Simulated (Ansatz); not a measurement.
# CH4ClFOSi (SMILES C[Si](O)(F)Cl) at RPA@PBE/def2-SVP

Aim: the vertical singlet–triplet gap of CH4ClFOSi at RPA@PBE/def2-SVP, from 2 runs. 

Program for the calculation: Ansatz 0.2.0.

118 further runs of the same task are left out: 118 set aside as unsound or not needed.

**1. Starting point**

CH4ClFOSi: 9 atoms, total charge 0, spin state singlet. SMILES: `C[Si](O)(F)Cl`. The shape is that of a PBE0-D4/def2-TZVP optimisation. This is one conformer, not always the lowest.

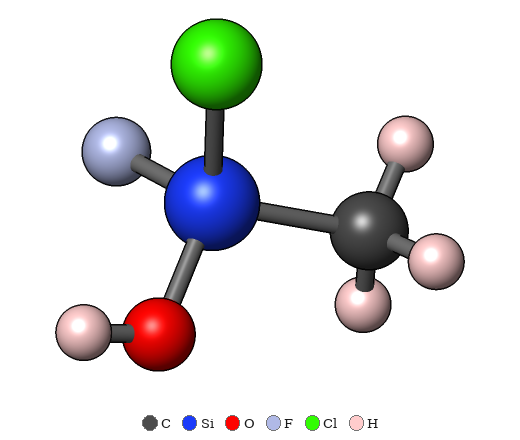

Viewed from a chosen angle; carbon dark grey, silicon blue, oxygen red, fluorine light blue, chlorine green, hydrogen pink.

**2. The energy at RPA@PBE/def2-SVP**

run.yaml reads:

```yaml
basis:
  gaussian:
    orbitals: def2-SVP
crystal:
  periodic: [false, false, false]
  atoms:
    - {symbol: C, position_ang: [-1.142400, -0.178600, 0.512200]}
    - {symbol: Si, position_ang: [0.561300, 0.218400, -0.038000]}
    - {symbol: O, position_ang: [1.048100, -0.886600, -1.122500]}
    - {symbol: F, position_ang: [1.553300, 0.230300, 1.206200]}
    - {symbol: Cl, position_ang: [0.689400, 2.097500, -0.845100]}
    - {symbol: H, position_ang: [-1.833600, -0.141900, -0.331500]}
    - {symbol: H, position_ang: [-1.476300, 0.534700, 1.267700]}
    - {symbol: H, position_ang: [-1.171800, -1.182300, 0.942400]}
    - {symbol: H, position_ang: [1.860700, -0.738000, -1.608600]}
hamiltonian:
  xc: {name: PBE}
correlation:
  method: rpa
  frozen_orbitals: {C: 1, Cl: 5, F: 1, H: 0, O: 1, Si: 5}
accuracy: high
```

On the command line:

```
$ ansatz run run.yaml --threads 1 --pin off --max-ram 3480MiB --events-out events.jsonl --progress --plain --runs-dir runs
```

Output:

```text
Warning: RAYON_NUM_THREADS=1 ignored (pool sized by the plan → 1); use --threads N
Functional definition: PBE
  name "PBE"
  parameter kappa = 0.804
  parameter beta = 0.06672455060314922
  exchange = pbe_x(kappa = kappa, mu = beta*pi^2/3)
  correlation = pbe_c(beta = beta)
2120 factors; integrals over basis functions are off by at most 8.4e-9 eV
mean field evaluation 1: about -26233.0152 eV, gradient 7.7e1 eV
mean field evaluation 2: about -26233.0065 eV, gradient 7.7e1 eV
mean field evaluation 4: about -26243.6242 eV, gradient 2.3e1 eV
mean field evaluation 8: about -26244.6919 eV, gradient 7.9e-1 eV
mean field evaluation 16: about -26244.6910 eV, gradient 1.4e-4 eV
mean field -26244.69096537 eV, -964.4746036867 hartree, gradient 2.9e-8 eV, S^2 0.000000; 0 other end points of the search recorded, 0 dependent functions left out
13 core orbitals not correlated: weight in the atoms' cores, before any rotation towards them, 1.000 or more for the frozen orbitals, at most 0.000 for the correlated occupied ones
reference -26195.59551071 eV, -962.6703790062 hartree; 16, 16 occupied and 69, 69 virtual orbitals, 2120 factors
Total energy: -26226.75536355 eV, -963.8154824771 hartree
```

Wall time 12 s (1 thread of Arm Neoverse V2, shared host); peak memory 0.35 GiB.

**3. The triplet**

molecule.yaml reads:

```yaml
crystal:
  periodic: [false, false, false]
  atoms:
    - {symbol: C, position_ang: [-1.142400, -0.178600, 0.512200]}
    - {symbol: Si, position_ang: [0.561300, 0.218400, -0.038000]}
    - {symbol: O, position_ang: [1.048100, -0.886600, -1.122500]}
    - {symbol: F, position_ang: [1.553300, 0.230300, 1.206200]}
    - {symbol: Cl, position_ang: [0.689400, 2.097500, -0.845100]}
    - {symbol: H, position_ang: [-1.833600, -0.141900, -0.331500]}
    - {symbol: H, position_ang: [-1.476300, 0.534700, 1.267700]}
    - {symbol: H, position_ang: [-1.171800, -1.182300, 0.942400]}
    - {symbol: H, position_ang: [1.860700, -0.738000, -1.608600]}
basis:
  gaussian:
    orbitals: def2-SVP
total_charge: 0
correlation:
  method: rpa
  frozen_orbitals: {C: 1, Cl: 5, F: 1, H: 0, O: 1, Si: 5}
accuracy: high
hamiltonian:
  xc: {name: PBE}
magnetization:
  spin_polarized: true
  initial_magnetization: 2
```

On the command line:

```
$ ansatz run molecule.yaml --threads 1 --pin off --max-ram 3480MiB --events-out events.jsonl --progress --plain --runs-dir runs
```

Output (excerpt; [...] marks lines left out):

```text
Warning: RAYON_NUM_THREADS=1 ignored (pool sized by the plan → 1); use --threads N
[... 2 set-up lines as earlier in the session ...]
[...]
2121 factors; integrals over basis functions are off by at most 8.4e-9 eV
[...]
mean field -26236.76854115 eV, -964.1834599670 hartree, gradient 4.6e-8 eV, S^2 2.001922; 8 other end points of the search recorded, 0 dependent functions left out
13 core orbitals not correlated: weight in the atoms' cores, before any rotation towards them, 1.000 or more for the frozen orbitals, at most 0.000 for the correlated occupied ones
reference -26185.18257640 eV, -962.2877107285 hartree; 17, 15 occupied and 68, 70 virtual orbitals, 2121 factors
Total energy: -26218.39471179 eV, -963.5082341922 hartree
```

It took 51 s on 1 thread of Arm Neoverse V2, shared host; peak memory 0.51 GiB.

**4. Outcome**

At RPA@PBE/def2-SVP, 13 core orbitals frozen:

```
                                        quantity          value
                           singlet: total energy  -963.81548 Eh
       singlet: RPA correlation energy (valence)    -1145.1 mEh
                           triplet: total energy  -963.50823 Eh
       triplet: RPA correlation energy (valence)    -1220.5 mEh
      triplet: ⟨S²⟩ of the reference determinant          2.002
vertical energy of the triplet above the singlet       8.361 eV
```

In words: At this shape the triplet lies 8.36 eV (807 kJ/mol) above the singlet.
